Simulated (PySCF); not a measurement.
C6H9ClF (doublet)

```xyz
17

C    -2.2680   -0.0113   -0.0261
C    -1.0234    0.7433    0.4204
C     0.1013   -0.2193    0.8278
C     1.3909    0.4130    1.2066
C     2.0809   -0.1033    0.0317
F     3.2572   -0.7746    0.1812
Cl    2.4534    1.2164   -1.1951
C     0.8416   -0.9221   -0.3383
H    -2.0453   -0.6610   -0.8686
H    -3.0416    0.6889   -0.3304
H    -2.6581   -0.6223    0.7848
H    -0.6610    1.3818   -0.3865
H    -1.2616    1.3790    1.2749
H    -0.2941   -0.9061    1.5842
H     1.6740    1.1294    1.9502
H     0.9982   -1.9885   -0.1961
H     0.4488   -0.7312   -1.3326
```

Geometry: GFN2-xTB.

Level of theory: UKS B3LYP, pcH-1 on C Cl F H, non-relativistic, mean-field spin-orbit, GIAO in PySCF 2.14.0, density-fitted response routines.

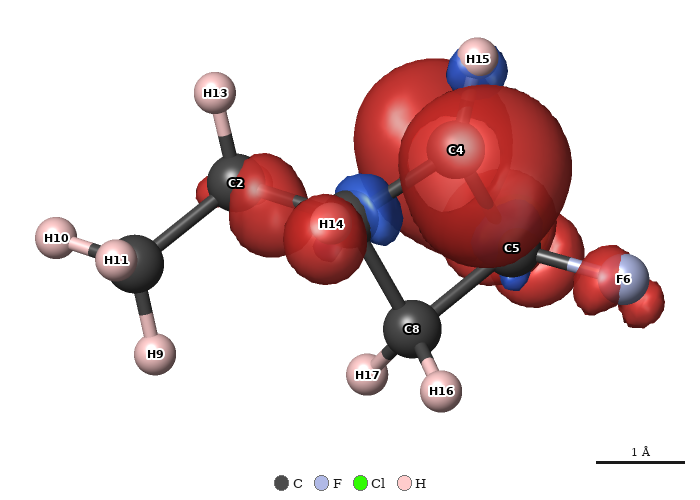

Figure 1. Isosurfaces of the spin density (α minus β) at +0.02 (red) and −0.02 e/Å³ (blue), seen across its widest extent.

> Where is the unpaired spin?

The unpaired spin (1 electron) lies mostly on C4 (about 0.6) and Cl7 (about 0.1), in electrons by Hirshfeld's partition.

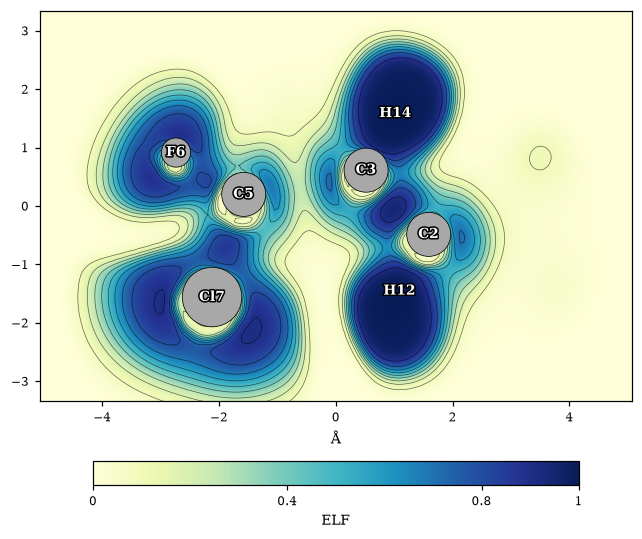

Figure 2. ELF on the plane of atoms C2, C3 and H14. Grey discs cover the atomic cores.

> Read the bonding off the picture.

- The plane passes through C, F, Cl and H nuclei.
- C–F (1.36 Å): the ELF peaks at about 0.80 between the atoms; a shared but strongly polarised pair.
- C–Cl (1.84 Å): the ELF peaks at about 0.85 between the atoms, as expected for a shared electron pair.
- C–H (1.09 Å): the ELF climbs to about 1 towards the hydrogen, as it does in any bond to H.
- C–C (1.54 Å): the ELF peaks at about 0.95 between the atoms, as expected for a covalent bond.
- The ELF also peaks beside Cl7 and F6, away from the bonds: non-bonding electrons, paired or unpaired.

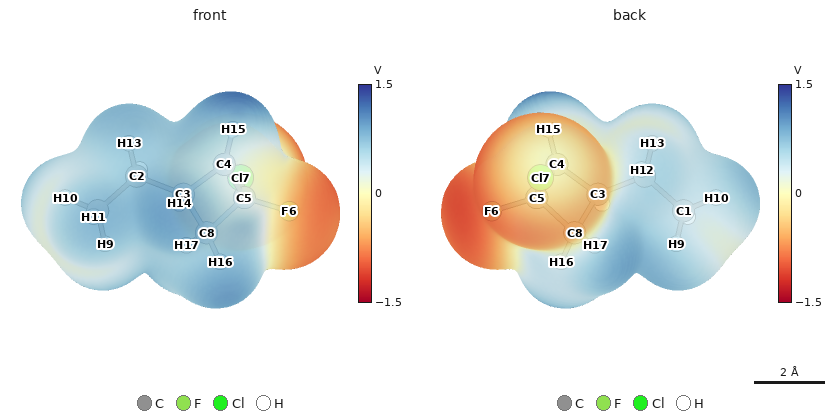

Figure 3. The electrostatic potential painted on the density surface at 0.002 e/bohr³, seen from the front and from behind; red is negative and blue positive.

> Describe the electrostatic potential map.

The most negative region (about −1.0 V, or −23 kcal/mol for a unit charge) lies over F6, the most positive (about +1.2 V, or +28 kcal/mol for a unit charge) over H15.
